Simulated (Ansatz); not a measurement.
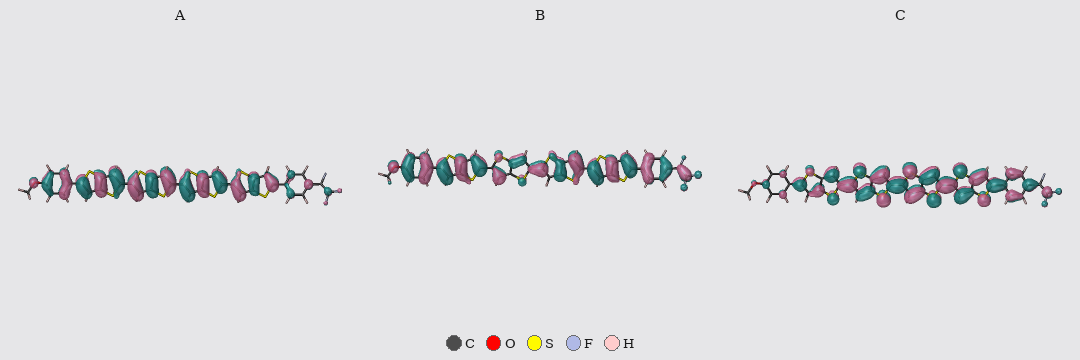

C₃₉H₁₉F₃OS₈ (SMILES COc1ccc(-c2cc3sc(-c4cc5sc(-c6cc7sc(-c8cc9sc(-c%10ccc(C(F)=C(F)F)cc%10)cc9s8)cc7s6)cc5s4)cc3s2)cc1). Three frontier orbitals at ±0.04 Å⁻³ᐟ² (teal and pink are the two phases), in no order.

Geometry: PBE-D4/def2-SVP; not at a stationary point (largest force 0.9 eV/Å).

Method: RKS PBE0-D4/def2-SVP in Ansatz.

C₃₉H₁₉F₃OS₈ (SMILES COc1ccc(-c2cc3sc(-c4cc5sc(-c6cc7sc(-c8cc9sc(-c%10ccc(C(F)=C(F)F)cc%10)cc9s8)cc7s6)cc5s4)cc3s2)cc1), 70 atoms.

Order the three orbitals by energy and name them.

B is the HOMO−1 (−5.67 eV). No atom holds more than about 10 % of it (Hirshfeld); by element the shares are C 85 % and S 5 %. A is the HOMO (−5.13 eV). No atom holds more than about 10 % of it (Hirshfeld); by element the shares are C 90 % and S 5 %. C is the LUMO (−2.54 eV). No atom holds more than about 5 % of it (Hirshfeld); by element the shares are C 75 % and S 20 %.

What is the HOMO–LUMO gap?

2.59 eV between the orbital energies.
